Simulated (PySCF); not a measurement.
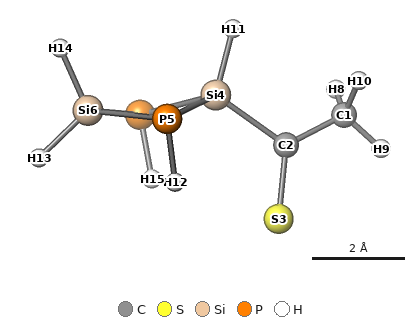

Fig. 1: The structure as given in the input (ball-and-stick view, seen at a tilt; atoms are numbered from 1 in the order of the input). Bond lengths as drawn: C–C 1.49 Å, C–H 1.10 Å, C–S 1.63 Å, C–Si 1.91 Å, H–P 1.44 Å, H–Si 1.49 to 1.50 Å and P–Si 2.28 to 2.29 Å.

## C$_{2}$H$_{8}$P$_{2}$SSi$_{2}$: a changed input and its effect

System: C$_{2}$H$_{8}$P$_{2}$SSi$_{2}$, SMILES CC(=S)[SiH]1P[SiH2]P1.
Method of the first run: GIAO PBE0/pcSseg-1 NMR shielding, non-relativistic, IEF-PCM acetonitrile (PySCF 2.14.0).

The geometry comes from this level: PBE0-D3(BJ)/def2-SVP. Text and figures count atoms from 1; the logs count them from 0 in places.

### The input, the first run
```
{"job": {"kind": "nmr", "xc": "PBE0", "basis": "pcSseg-1", "solvent": "acetonitrile", "pop": false}, "charge": 0, "multiplicity": 1}
C     -2.801150     0.199442    -0.583826
C     -1.463459    -0.401707    -0.858770
S     -1.231133    -1.649618    -1.876232
Si     0.058953     0.289761     0.062590
P      1.840226     0.647954    -1.307809
Si     2.783143    -0.406669     0.484929
P      0.921145    -1.265067     1.495854
H     -3.032948     0.115676     0.492961
H     -3.595080    -0.286480    -1.167983
H     -2.783955     1.280797    -0.804468
H     -0.303189     1.536441     0.805294
H      1.539556    -0.622397    -1.907049
H      3.822392    -1.421432     0.134287
H      3.380361     0.624179     1.385464
H      0.788343    -2.221488     0.433586
```

The first line tells a small driver script what to run in PySCF; the rest is the geometry in Å.

Command:
```bash
OMP_NUM_THREADS=1 python <driver script> task.json out
```

Hardware: 1 CPU thread, shared host.

### Output (the first run)
```
coarse grid: 15256 points
cycle   1  E = -1740.0427441724  dE =  5.237e-01  |g| = 3.106e-01  |ddm| = 3.926e+00
cycle   2  E = -1740.0282080512  dE =  1.454e-02  |g| = 3.980e-01  |ddm| = 8.120e-01
cycle   3  E = -1740.0682493737  dE = -4.004e-02  |g| = 1.001e-01  |ddm| = 5.138e-01
cycle   4  E = -1740.0706583602  dE = -2.409e-03  |g| = 3.697e-02  |ddm| = 1.285e-01
cycle   5  E = -1740.0710218231  dE = -3.635e-04  |g| = 4.727e-03  |ddm| = 3.971e-02
cycle   6  E = -1740.0710285487  dE = -6.726e-06  |g| = 2.147e-03  |ddm| = 1.236e-02
final grid: 124848 points
cycle   7  E = -1740.1136298974  dE = -1.592e-05  |g| = 9.193e-03  |ddm| = 3.616e-02
cycle   8  E = -1740.1135853311  dE =  4.457e-05  |g| = 1.570e-02  |ddm| = 2.486e-02
cycle   9  E = -1740.1136511522  dE = -6.582e-05  |g| = 1.975e-03  |ddm| = 1.626e-02
cycle  10  E = -1740.1136522273  dE = -1.075e-06  |g| = 2.070e-04  |ddm| = 2.311e-03
cycle  11  E = -1740.1136522360  dE = -8.713e-09  |g| = 6.974e-05  |ddm| = 2.661e-04
cycle  12  E = -1740.1136522372  dE = -1.158e-09  |g| = 1.686e-05  |ddm| = 8.802e-05
cycle  13  E = -1740.1136522373  dE = -7.913e-11  |g| = 3.080e-06  |ddm| = 2.769e-05
converged SCF energy = -1740.1136522373

GIAO shielding tensors (ppm)
atom      isotropic    diamagn.    paramagn.     s11        s22        s33       span
  0 C      130.812     246.401    -115.589     92.756    125.359    174.319     81.562
  1 C     -143.762     265.020    -408.782   -344.357   -243.677    156.748    501.105
  2 S     -689.126    1058.323   -1747.449  -2222.984   -549.854    705.461   2928.445
  3 Si     377.820     881.532    -503.712    350.086    371.489    411.884     61.798
  4 P      542.885     968.489    -425.604    472.466    541.975    614.212    141.746
  5 Si     405.106     879.222    -474.115    387.076    400.711    427.532     40.457
  6 P      526.215     968.365    -442.150    461.810    515.189    601.647    139.837
  7 H       27.430      27.928      -0.498     24.490     27.783     30.017      5.527
  8 H       27.856      28.070      -0.214     24.358     27.007     32.203      7.845
  9 H       27.399      27.691      -0.292     24.153     27.796     30.247      6.095
 10 H       25.565      30.353      -4.788     22.244     24.028     30.422      8.178
 11 H       28.680      30.291      -1.611     25.173     26.500     34.367      9.194
 12 H       26.296      27.841      -1.545     22.938     23.287     32.662      9.723
 13 H       26.456      28.746      -2.290     23.630     24.206     31.533      7.904
 14 H       29.167      30.377      -1.210     25.933     27.628     33.941      8.008
```

The input of the second run differs as follows (lines with − go, lines with + come):
```diff
-"solvent": "acetonitrile"
-"pop": false
+"solvent": "acetone"
+"pop": true
```

What does this change do to the results?

The total energy of the second run is 0.14 kcal/mol higher: the change of the electrostatic solvation energy at this fixed geometry, without cavity or dispersion terms. Of all shieldings, the largest change is that of S3, by −4.6 ppm. The number of SCF iterations is the same.

### Output (the second run)
```
coarse grid: 15256 points
cycle   1  E = -1740.0424052882  dE =  5.240e-01  |g| = 3.110e-01  |ddm| = 3.926e+00
cycle   2  E = -1740.0273554332  dE =  1.505e-02  |g| = 4.005e-01  |ddm| = 8.174e-01
cycle   3  E = -1740.0679728048  dE = -4.062e-02  |g| = 1.010e-01  |ddm| = 5.190e-01
cycle   4  E = -1740.0704306729  dE = -2.458e-03  |g| = 3.716e-02  |ddm| = 1.300e-01
cycle   5  E = -1740.0707980544  dE = -3.674e-04  |g| = 4.770e-03  |ddm| = 4.006e-02
cycle   6  E = -1740.0708049163  dE = -6.862e-06  |g| = 2.162e-03  |ddm| = 1.246e-02
final grid: 124848 points
cycle   7  E = -1740.1134063507  dE = -1.584e-05  |g| = 9.208e-03  |ddm| = 3.616e-02
cycle   8  E = -1740.1133609883  dE =  4.536e-05  |g| = 1.580e-02  |ddm| = 2.499e-02
cycle   9  E = -1740.1134276731  dE = -6.668e-05  |g| = 1.986e-03  |ddm| = 1.639e-02
cycle  10  E = -1740.1134287633  dE = -1.090e-06  |g| = 2.075e-04  |ddm| = 2.340e-03
cycle  11  E = -1740.1134287721  dE = -8.770e-09  |g| = 6.978e-05  |ddm| = 2.701e-04
cycle  12  E = -1740.1134287732  dE = -1.157e-09  |g| = 1.693e-05  |ddm| = 8.918e-05
cycle  13  E = -1740.1134287733  dE = -8.367e-11  |g| = 3.118e-06  |ddm| = 2.794e-05
converged SCF energy = -1740.1134287733

GIAO shielding tensors (ppm)
atom      isotropic    diamagn.    paramagn.     s11        s22        s33       span
  0 C      130.885     246.416    -115.530     92.933    125.368    174.354     81.421
  1 C     -143.549     265.022    -408.571   -344.135   -243.209    156.698    500.833
  2 S     -693.751    1058.306   -1752.057  -2235.425   -551.560    705.732   2941.157
  3 Si     377.942     881.528    -503.586    350.113    371.595    412.118     62.005
  4 P      542.484     968.466    -425.982    471.663    541.580    614.208    142.545
  5 Si     405.218     879.226    -474.008    387.068    400.971    427.615     40.548
  6 P      525.810     968.345    -442.536    461.043    514.753    601.634    140.591
  7 H       27.443      27.944      -0.501     24.506     27.798     30.025      5.519
  8 H       27.855      28.071      -0.215     24.357     27.006     32.204      7.848
  9 H       27.411      27.708      -0.296     24.168     27.811     30.254      6.085
 10 H       25.570      30.359      -4.788     22.250     24.039     30.422      8.172
 11 H       28.682      30.283      -1.601     25.182     26.507     34.357      9.175
 12 H       26.299      27.848      -1.549     22.945     23.289     32.663      9.717
 13 H       26.458      28.751      -2.293     23.636     24.206     31.532      7.896
 14 H       29.173      30.375      -1.202     25.948     27.638     33.932      7.984
```

### The two runs side by side

```tsv
quantity	the first run	the second run
outcome	converged	converged
total energy (hartree)	−1740.113652	−1740.113429
HOMO (eV)	−6.64	−6.64
LUMO (eV)	−2.72	−2.72
dipole moment (D)	2.00	1.98
shielding of C1 (ppm)	130.8	130.9
shielding of C2 (ppm)	−143.8	−143.5
shielding of S3 (ppm)	−689.1	−693.8
shielding of Si4 (ppm)	377.8	377.9
shielding of P5 (ppm)	542.9	542.5
shielding of Si6 (ppm)	405.1	405.2
shielding of P7 (ppm)	526.2	525.8
SCF iterations	13	13
basis functions	194	194
wall time (shared host)	55 s	72 s
```
